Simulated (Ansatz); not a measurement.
System: FH₃Si.

The calculation's input:

```
crystal:
  periodic: [false, false, false]
  atoms:
    - { symbol: Si, position_ang: [0.200354, 0.0, 0.092224] }
    - { symbol: F, position_ang: [0.490618, 0.0, 1.663146] }
    - { symbol: H, position_ang: [1.625322, 0.0, -0.190424] }
    - { symbol: H, position_ang: [-0.536597, 1.218252, -0.342623] }
    - { symbol: H, position_ang: [-0.536597, -1.218252, -0.342623] }
basis:
  gaussian: { orbitals: def2-SVP }
hamiltonian:
  xc: r2scan
relax:
  f_tol: 0.03
  max_steps: 50
output:
  orbitals: {}
```

Command:

```sh
ansatz run input.yaml --threads 1 --pin off --max-ram 2048MiB --backend cpu --events-out ev --progress --plain --runs-dir out
```

The fields are those of the run's last geometry, not of the input's.

Method: RKS r2SCAN/def2-SVP in Ansatz 0.2.0.

Question: Predict the electron density and electron localisation function between the atoms.

Answer: Si–F (1.63 Å): ρ at the midpoint is about 0.99 e/Å³; the ELF peaks at about 0.85 in the valence shell of F, 0.7 Å from its nucleus, and is about 0.45 at the midpoint.
Si–H (1.49 Å): the density is about 0.78 e/Å³ at the midpoint; the ELF climbs to about 1 towards the hydrogen, as it does in any bond to H.

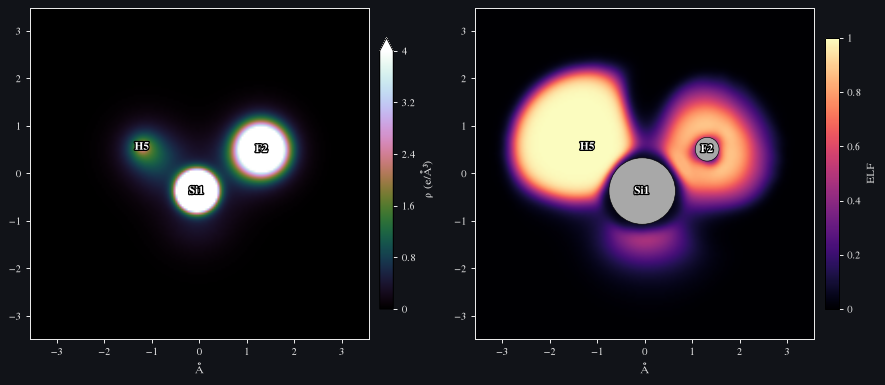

Computed electron density and electron localisation function on the plane of atoms F2, Si1 and H5, in this order. Grey discs cover the atomic cores in the ELF map. 
